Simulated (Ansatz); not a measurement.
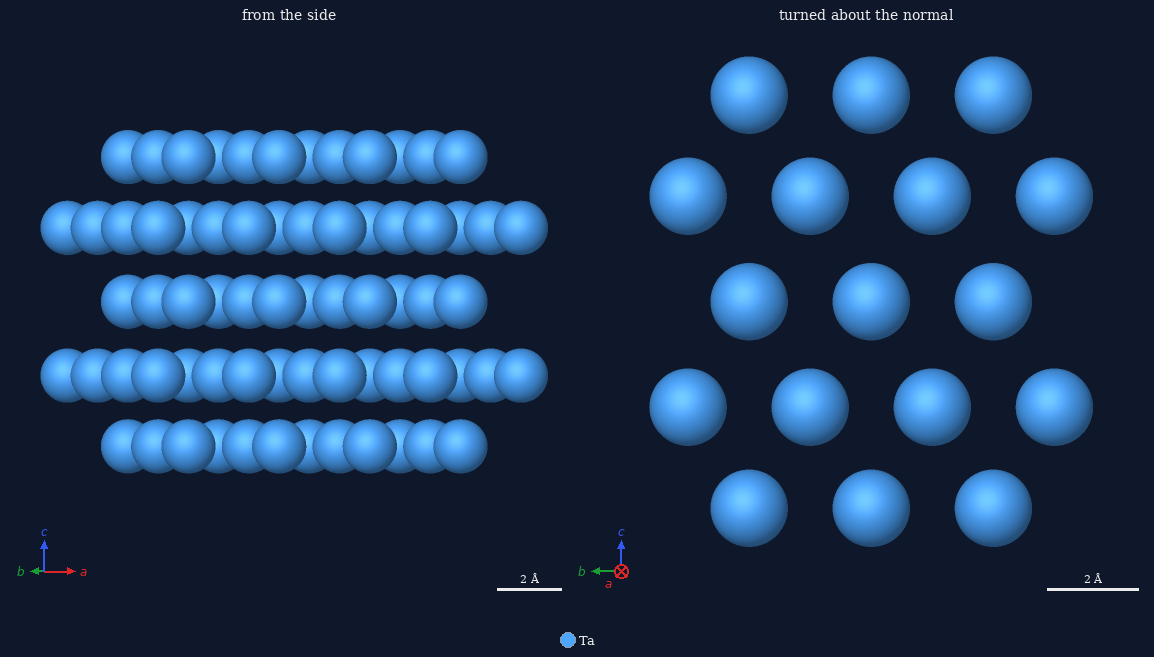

A spheres-only picture of a periodic slab, seen from the side and turned about the normal. The surface normal points up in side views; the vacuum is left out. 4×3 cells are drawn in the plane, with atoms at the edges repeated.

The cell holds 5 Ta. The slab was cut from bulk Ta (Im-3m).

Question: How far apart are the outermost atoms along the normal?

Answer: About 9 Å from the lowest to the highest atom.

Question: What is the stacking of atomic planes, top to bottom?

Answer: Five planes: Ta / Ta / Ta / Ta / Ta.

Question: Which crystal face is exposed?

Answer: (1 1 0).

Level of theory and settings: Ansatz 0.2.0, DFT PBE, scalar-relativistic, plane waves, PAW, 420 eV cutoff, k-grid 13×13×1, Gaussian smearing of 0.1 eV, no spin polarisation.

Question: Give the work function of each face.

Answer: 4.76 eV on both faces.

Starting structure: the standard structure of this element; a slab was cut from it. The atoms were relaxed in a fixed cell with DFT PBE, scalar-relativistic, plane waves, PAW in Ansatz.
